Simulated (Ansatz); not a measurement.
# AlSiH4Cl (SMILES [SiH3][AlH][Cl]): levels of theory compared

Wanted: a comparison of 6 runs (HF/3-21G, BHLYP/aug-cc-pVDZ, BLYP/aug-cc-pVDZ, PBE/aug-cc-pVDZ, revPBE/aug-cc-pVDZ, CCSD/aug-cc-pVDZ) of AlSiH4Cl. 

Program for the calculation: Ansatz 0.2.0.

67 further runs of the same task are left out: 67 set aside as unsound or not needed.

## 1. The molecule

AlSiH4Cl has 7 atoms, charge 0, and is taken as a singlet. As SMILES, `[SiH3][AlH][Cl]`. The Si1–H6 distance was set to 3.277 Å, away from the relaxed value. At this shape a bond of the SMILES string is far longer than usual.

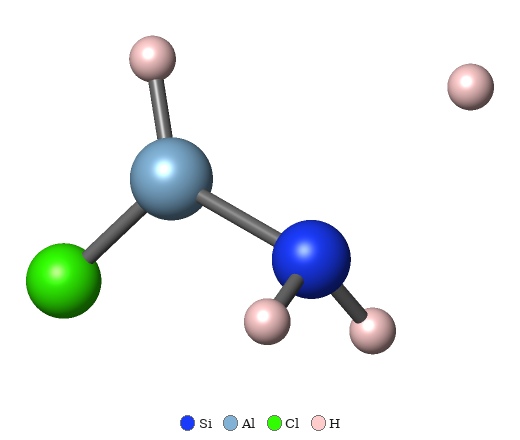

Viewed from a chosen angle; silicon blue, aluminium light blue, chlorine green, hydrogen pink.

## 2. A single-point energy at HF/3-21G (run 1)

in.yaml

```yaml
crystal:
  periodic: [false, false, false]
  atoms:
    - {symbol: Si, position_ang: [-0.362713, -0.753840, -1.388216]}
    - {symbol: Al, position_ang: [1.593287, -1.948740, -0.533916]}
    - {symbol: Cl, position_ang: [2.281887, -3.559440, -1.699916]}
    - {symbol: H, position_ang: [-1.514213, -1.688140, -1.532316]}
    - {symbol: H, position_ang: [-0.069113, -0.181640, -2.732116]}
    - {symbol: H, position_ang: [-1.276600, 1.696100, 0.586300]}
    - {symbol: H, position_ang: [2.399587, -1.650340, 0.792484]}
basis:
  gaussian:
    orbitals: 3-21G.json
hamiltonian:
  xc: hf
accuracy: high
output: {orbitals: {seedname: orbitals}}
```

The basis set 3-21G is read from a file made from the Basis Set Exchange's data (not shown).

Started as:

```sh
ansatz run in.yaml --threads 1 --pin off --max-ram 3480MiB --events-out events.jsonl --progress --plain --runs-dir runs
```

What it wrote:

```text
Warning: RAYON_NUM_THREADS=1 ignored (pool sized by the plan → 1); use --threads N
Functional definition: HF
  name "HF"
  exchange = exact_x
  correlation = 0
1037 factors; integrals over basis functions are off by at most 3.7e-9 eV
mean field evaluation 1: about -26868.9700 eV, gradient 1.5e1 eV
mean field evaluation 2: about -26868.9715 eV, gradient 1.5e1 eV
mean field evaluation 4: about -26870.2070 eV, gradient 1.8e0 eV
mean field evaluation 8: about -26870.2306 eV, gradient 3.1e-4 eV
mean field -26870.23062595 eV, -987.4627622073 hartree, gradient 3.1e-8 eV, S^2 0.000000; 0 other end points of the search recorded, 0 dependent functions left out
reference -26870.23062595 eV, -987.4627622073 hartree; 24, 24 occupied and 23, 23 virtual orbitals, 1037 factors
Total energy: -26870.23062595 eV, -987.4627622073 hartree
```

Run time: 0.44 s. Hardware: 1 thread of Intel Xeon 6975P-C (Granite Rapids), shared host; peak memory 0.12 GiB.

## 3. A single-point energy at BHLYP/aug-cc-pVDZ (run 2)

job.yaml

```yaml
crystal:
  periodic: [false, false, false]
  atoms:
    - {symbol: Si, position_ang: [-0.362713, -0.753840, -1.388216]}
    - {symbol: Al, position_ang: [1.593287, -1.948740, -0.533916]}
    - {symbol: Cl, position_ang: [2.281887, -3.559440, -1.699916]}
    - {symbol: H, position_ang: [-1.514213, -1.688140, -1.532316]}
    - {symbol: H, position_ang: [-0.069113, -0.181640, -2.732116]}
    - {symbol: H, position_ang: [-1.276600, 1.696100, 0.586300]}
    - {symbol: H, position_ang: [2.399587, -1.650340, 0.792484]}
basis:
  gaussian:
    orbitals: aug-cc-pVDZ
hamiltonian:
  xc: {name: BHLYP}
accuracy: high
output: {orbitals: {seedname: orbitals}}
```

Started as:

```sh
ansatz run job.yaml --threads 1 --pin off --max-ram 3480MiB --events-out events.jsonl --progress --plain --runs-dir runs
```

What it wrote:

```text
Warning: RAYON_NUM_THREADS=1 ignored (pool sized by the plan → 1); use --threads N
Functional definition: BHLYP
  name "BHLYP"
  parameter a = 0.5
  exchange = (1 - a)*b88_x + a*exact_x
  correlation = lyp_c
2377 factors; integrals over basis functions are off by at most 3.6e-9 eV
mean field evaluation 1: about -27058.4844 eV, gradient 1.4e1 eV
mean field evaluation 2: about -27058.7929 eV, gradient 1.1e1 eV
mean field evaluation 4: about -27059.2186 eV, gradient 2.2e0 eV
mean field evaluation 8: about -27059.3516 eV, gradient 2.4e-1 eV
mean field evaluation 16: about -27059.3518 eV, gradient 2.8e-5 eV
mean field -27059.35184013 eV, -994.4128386372 hartree, gradient 4.3e-8 eV, S^2 0.000000; 0 other end points of the search recorded, 0 dependent functions left out
reference -27059.35187915 eV, -994.4128400711 hartree; 24, 24 occupied and 93, 93 virtual orbitals, 2377 factors
Total energy: -27059.35187915 eV, -994.4128400711 hartree
```

Run time: 9 s. Hardware: 1 thread of Intel Xeon 6975P-C (Granite Rapids), shared host; peak memory 0.46 GiB.

Runs 3 to 5 aren't shown in full; the table further down has their settings and results.

## 4. The energy at CCSD/aug-cc-pVDZ (run 6)

in.yaml

```yaml
crystal:
  periodic: [false, false, false]
  atoms:
    - symbol: Si
      position_ang: [-0.362713, -0.753840, -1.388216]
    - symbol: Al
      position_ang: [1.593287, -1.948740, -0.533916]
    - symbol: Cl
      position_ang: [2.281887, -3.559440, -1.699916]
    - symbol: H
      position_ang: [-1.514213, -1.688140, -1.532316]
    - symbol: H
      position_ang: [-0.069113, -0.181640, -2.732116]
    - symbol: H
      position_ang: [-1.276600, 1.696100, 0.586300]
    - symbol: H
      position_ang: [2.399587, -1.650340, 0.792484]
basis:
  gaussian:
    orbitals: aug-cc-pVDZ
magnetization:
  spin_polarized: false
  initial_magnetization: 0
correlation:
  method: ccsd
  frozen_orbitals: {Al: 5, Cl: 5, H: 0, Si: 5}
accuracy: high
scf:
  omitted_lower_state_checks: [cluster_reference, increment]
```

Started as:

```sh
ansatz run in.yaml --threads 1 --pin off --max-ram 3480MiB --events-out events.jsonl --progress --plain --runs-dir runs
```

What it wrote:

```text
Warning: RAYON_NUM_THREADS=1 ignored (pool sized by the plan → 1); use --threads N
[... 12 lines left out ...]
15 core orbitals not correlated: weight in the atoms' cores, before any rotation towards them, 1.000 or more for the frozen orbitals, at most 0.000 for the correlated occupied ones
[... 29 lines left out ...]
WARN: these amplitudes may be one of several solutions (largest doubles amplitude 0.47, level shift 0.97 eV)
Total energy: -27020.25313628 eV, -992.9759877728 hartree
Checks for a lower state left out: cluster_reference, increment
```

It took 17 s on 1 thread of Intel Xeon 6975P-C (Granite Rapids), shared host; peak memory 1 GiB.

## 5. The series

| run | level | frozen core orbitals | energy (Eh) | HOMO energy (eV) | LUMO energy (eV) | HOMO–LUMO gap (eV) | wall time |
| --- | --- | --- | --- | --- | --- | --- | --- |
| 1 | HF/3-21G | – | -987.462762 | -7.93 | -1.19 | 6.75 | 0.44 s |
| 2 | BHLYP/aug-cc-pVDZ | – | -994.412840 | -7.20 | -3.29 | 3.91 | 9 s |
| 3 | BLYP/aug-cc-pVDZ | – | -994.420028 | -5.76 | -4.52 | 1.24 | 9.3 s |
| 4 | PBE/aug-cc-pVDZ | – | -993.947254 | -5.91 | -4.65 | 1.27 | 11 s |
| 5 | revPBE/aug-cc-pVDZ | – | -994.238344 | -5.87 | -4.61 | 1.27 | 6.3 s |
| 6 | CCSD/aug-cc-pVDZ | 15 | -992.975988 | – | – | – | 17 s |

## 6. Summary of results

| quantity | value |
| --- | --- |
| run 6: total energy | -992.97599 Eh |
| run 6: correlation energy (15 core orbitals frozen) | -414.6 mEh |
| run 6: T1 diagnostic | 0.047 |

Over runs 1, 2, 3, 4, 5 the HOMO–LUMO gap runs from 1.24 eV (BLYP/aug-cc-pVDZ) to 6.75 eV (HF/3-21G). The two ends differ in method and basis. Totals of different functionals can't be ranked against each other. In run 6 the T1 diagnostic is large, so a single reference may not serve. In run 6 the log says that unrestricted orbitals would lower the reference, so the values rest on an unstable closed-shell determinant (other closed-shell runs at this shape may share the fault). All runs together took 53 s, the longest 17 s.
